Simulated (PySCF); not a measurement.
Dissociation curve of SMILES ClCCl (CH2Cl2). The C1–Cl5 bond (C1 also carries Cl, H, H; Cl5 carries nothing else) is varied alone, starting from the PBE0/def2-TZVP optimised geometry.

Computed with: RHF/cc-pVDZ (PySCF); RKS-wB97X-V = restricted wB97X-V/cc-pVDZ in PySCF; UHF/cc-pVDZ (PySCF).

Magnitude of the dipole moment (D; its direction can reverse along the curve, and a method can change to another solution) and Mulliken charge of the fragment that holds C1:

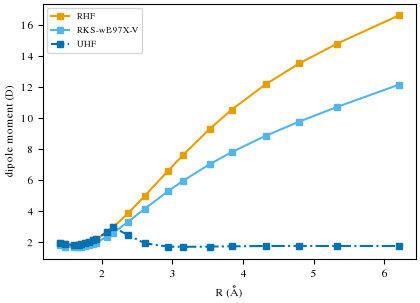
Figure: Dipole moment against bond length.

```csv
R / Å,μ RHF,q RHF,μ RKS-wB97X-V,q RKS-wB97X-V,μ UHF,q UHF
1.40,1.92,-0.01,1.79,-0.05,1.92,-0.01
1.48,1.85,0.03,1.71,-0.01,1.85,0.03
1.60,1.81,0.07,1.66,0.03,1.81,0.07
1.67,1.83,0.09,1.67,0.05,1.83,0.09
1.71,1.86,0.10,1.69,0.06,1.86,0.10
1.76,1.91,0.11,1.73,0.08,1.91,0.11
1.82,2.00,0.13,1.80,0.09,2.00,0.13
1.88,2.11,0.15,1.89,0.11,2.11,0.15
1.92,2.20,0.16,1.97,0.12,2.20,0.16
2.07,2.63,0.21,2.33,0.16,2.63,0.21
2.16,2.96,0.23,2.59,0.19,2.96,0.23
2.37,3.84,0.30,3.30,0.24,2.45,0.16
2.61,4.98,0.37,4.15,0.29,1.92,0.08
2.94,6.60,0.44,5.28,0.33,1.71,0.03
3.15,7.60,0.48,5.94,0.35,1.69,0.01
3.53,9.30,0.52,7.02,0.38,1.70,0.00
3.84,10.53,0.54,7.79,0.39,1.72,0.00
4.32,12.16,0.56,8.84,0.39,1.74,0.00
4.80,13.51,0.56,9.77,0.39,1.75,0.00
5.33,14.78,0.55,10.70,0.39,1.75,0.00
6.21,16.60,0.53,12.14,0.38,1.74,0.00
```

The restricted form behind RHF, RKS-wB97X-V keeps the bonding electrons paired and can't separate into open-shell fragments. At the longest distance RKS-wB97X-V leaves fractional charges on the fragments, a sign of delocalisation error or of the restricted form. The unrestricted determinant behind UHF is spin-contaminated at 2.37 to 6.21 Å (<S²> up to 1.0, against 0.00 for a pure singlet).
